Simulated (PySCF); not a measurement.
C₂H₁₀AlN, singlet at its PBE0/def2-SVP optimised geometry (Å):

```
14

Al    -0.2042    -0.6285     0.0000
H     -0.9331    -1.8428    -0.7779
C     -1.1363     1.1228     0.0000
H     -2.2175     1.0439     0.2113
H     -1.0559     1.6021    -0.9918
H     -0.7106     1.8428     0.7219
C      1.7796    -0.6285     0.0000
H      2.1648    -0.3375    -0.9935
H      2.2175    -1.6193     0.2158
H      2.2160     0.0887     0.7183
N     -0.5953    -1.2796     1.9443
H     -0.1917    -2.2027     2.1094
H     -1.5999    -1.3542     2.1105
H     -0.2144    -0.6483     2.6506
```

Calculation: PBE0/def2-TZVP in PySCF 2.14.0. Cells within 0.4 Å of a nucleus heavier than hydrogen are left out (blank, or x).

Map of the deformation density (molecule minus spherical neutral atoms) (e/bohr³) on the plane z = 0.0 Å:

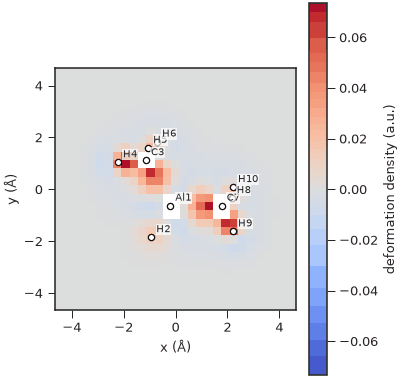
Deformation density (molecule minus spherical neutral atoms) (e/bohr³) on the plane z = 0.0 Å.
